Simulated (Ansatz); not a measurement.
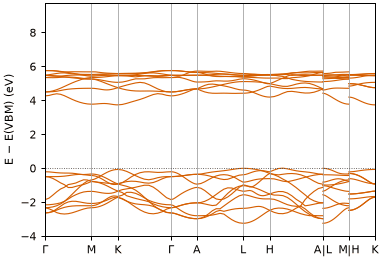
Band structure from LDA in the plane-wave PAW code Ansatz

Task: Read off the gap and where the band edges lie.

Result: About 3.7 eV (3.73 eV by a search for the band edges); maximum on the H–A line, 23 % of the way from H, minimum at K.

The material is La$_{2}$O$_{3}$ (La2O3 or Ni2Al3 type, P-3m1).

The cell was relaxed with LDA under the symmetry of its start; phonons on a q-mesh show no instability. Scalar-relativistic: spin–orbit coupling is off unless named, which matters more the heavier the elements.

Potentials: the later of the program's two PAW sets.
